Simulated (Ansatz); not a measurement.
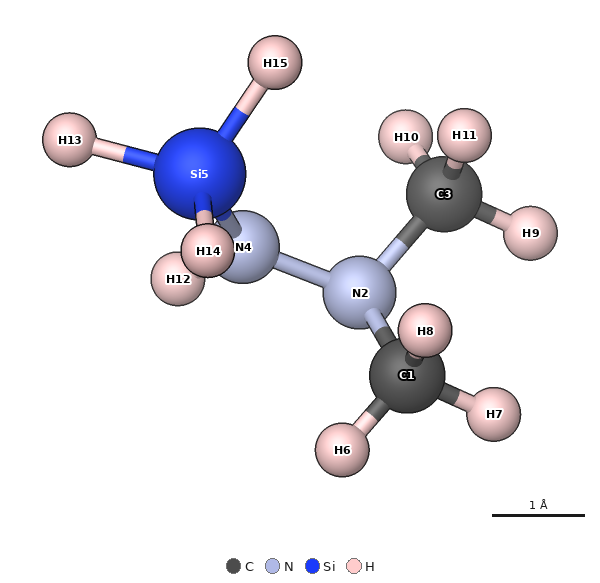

*The input geometry (ball-and-stick view, seen at a tilt; atoms are numbered from 1 in the order of the input).*

Bond lengths as drawn: C–H 1.09 to 1.10 Å, C–N 1.45 Å, H–N 1.01 Å, H–Si 1.48 to 1.49 Å, N–N 1.41 Å and N–Si 1.73 Å.

# Single-point calculation of C2H10N2Si

C2H10N2Si, computed with RKS PBE0-D4/def2-TZVPP (Ansatz 0.2.0).

The geometry comes from this level: PBE0-D4/def2-TZVP.

**Input file**
```yaml
crystal:
  periodic: [false, false, false]
  atoms:
    - {symbol: C, position_ang: [-0.721013, -1.286737, 0.638976]}
    - {symbol: N, position_ang: [0.167444, -0.850737, -0.414703]}
    - {symbol: C, position_ang: [1.536884, -0.735932, 0.037409]}
    - {symbol: N, position_ang: [-0.272106, 0.337760, -1.025759]}
    - {symbol: Si, position_ang: [-0.661273, 1.837022, -0.263320]}
    - {symbol: H, position_ang: [-1.730378, -1.398551, 0.241517]}
    - {symbol: H, position_ang: [-0.384374, -2.255517, 1.014524]}
    - {symbol: H, position_ang: [-0.759749, -0.588145, 1.493845]}
    - {symbol: H, position_ang: [1.871223, -1.706087, 0.411935]}
    - {symbol: H, position_ang: [2.169798, -0.447724, -0.801820]}
    - {symbol: H, position_ang: [1.668104, 0.005268, 0.843788]}
    - {symbol: H, position_ang: [-0.556248, 0.179109, -1.978202]}
    - {symbol: H, position_ang: [-0.980753, 2.751731, -1.388582]}
    - {symbol: H, position_ang: [-1.829589, 1.789576, 0.663535]}
    - {symbol: H, position_ang: [0.482039, 2.368965, 0.526867]}
basis:
  gaussian: {orbitals: def2-TZVPP}
hamiltonian: {xc: pbe0, dispersion: d4}
output: {orbitals: {seedname: orbitals}}
```

Run as:
```bash
ansatz run in.yaml --threads 4 --pin off --events-out ev --progress --plain --max-ram 10444MiB
```

**Output**
```
Functional definition: PBE0
  name "PBE0"
  cite "Adamo & Barone, J. Chem. Phys. 110, 6158 (1999) doi:10.1063/1.478522"
  cite "Perdew, Burke & Ernzerhof, Phys. Rev. Lett. 77, 3865 (1996) doi:10.1103/PhysRevLett.77.3865"
  parent pbe
  parameter a = 0.25
  parameter kappa = 0.804
  parameter beta = 0.06672455060314922
  exchange = (1 - a)*pbe_x(kappa = kappa, mu = beta*pi^2/3) + a*exact_x
  correlation = pbe_c(beta = beta)
1551 factors; their error is unknown
mean field evaluation 1: about -13077.6621 eV, gradient 6.4e1 eV
mean field evaluation 2: about -13068.9250 eV, gradient 8.7e1 eV
mean field evaluation 4: about -13086.4960 eV, gradient 4.4e0 eV
mean field evaluation 8: about -13086.5304 eV, gradient 4.6e-2 eV
mean field evaluation 16: about -13086.5412 eV, gradient 6.5e-5 eV
mean field -13086.54124677 eV, -480.9215204426 hartree, gradient 6.5e-5 eV, S^2 0.000000; 0 other end points of the search recorded, 0 dependent functions left out
reference -13086.54128387 eV, -480.9215218060 hartree; 25, 25 occupied and 281, 281 virtual orbitals, 1551 factors
Total energy: -13086.81350080 eV, -480.9315255936 hartree
```

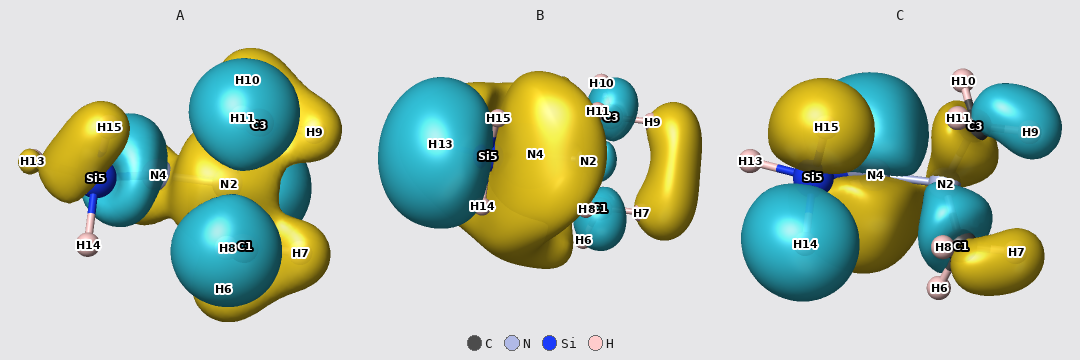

*Three frontier orbitals at ±0.05 Å⁻³ᐟ² (yellow and cyan are the two phases).*

C is the HOMO−1 (−7.00 eV). A is the HOMO (−6.41 eV). Its weight (Hirshfeld) is mainly on N2 (55 %). B is the LUMO (0.48 eV). By Hirshfeld shares it lies mainly on Si5 (40 %) and H12 (10 %). The HOMO–LUMO gap is 6.89 eV between the orbital energies.

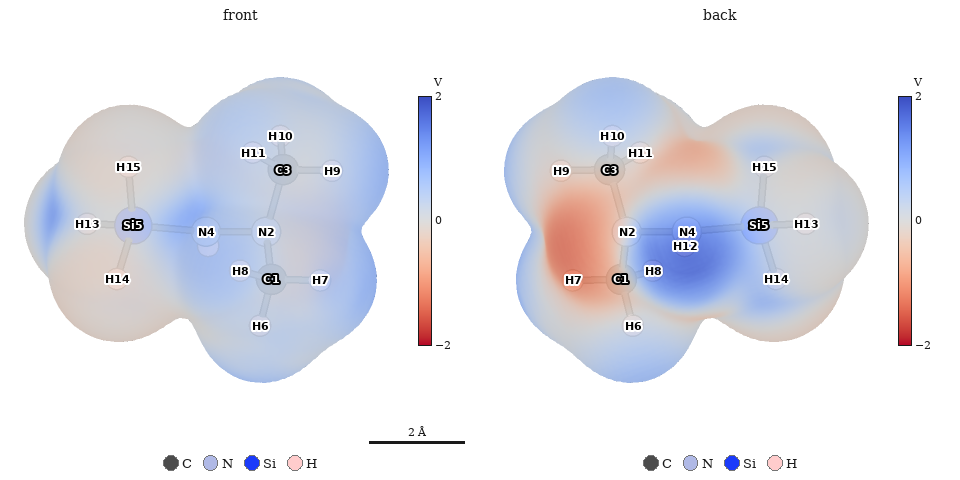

*The molecular electrostatic potential painted on the density surface at 0.002 e/bohr³, seen at a tilt and from behind; red is negative and blue positive.*

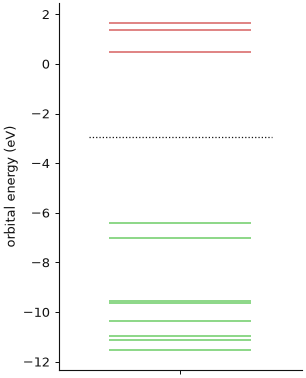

*Orbital energies near the frontier; the dotted line parts filled from empty levels, and levels within 0.02 eV of each other stand side by side.*

Highest filled −6.41 eV, lowest empty 0.48 eV, 6.89 eV apart.

**Key numbers**

```json
{"quantity": "outcome", "value": "converged"}
{"quantity": "total energy", "value": "−13086.8135 eV"}
{"quantity": "mean-field energy", "value": "−13086.5413 eV"}
{"quantity": "dispersion energy", "value": "−0.2722 eV"}
{"quantity": "SCF solution under orbital rotations", "value": "stable"}
{"quantity": "HOMO", "value": "−6.41 eV"}
{"quantity": "LUMO", "value": "0.48 eV"}
{"quantity": "hardware", "value": "4 threads of Arm Neoverse V2, 23 GiB of memory available, shared host"}
{"quantity": "wall time", "value": "3.6 s (CPU time 14 s)"}
{"quantity": "peak memory", "value": "0.84 GiB"}
```
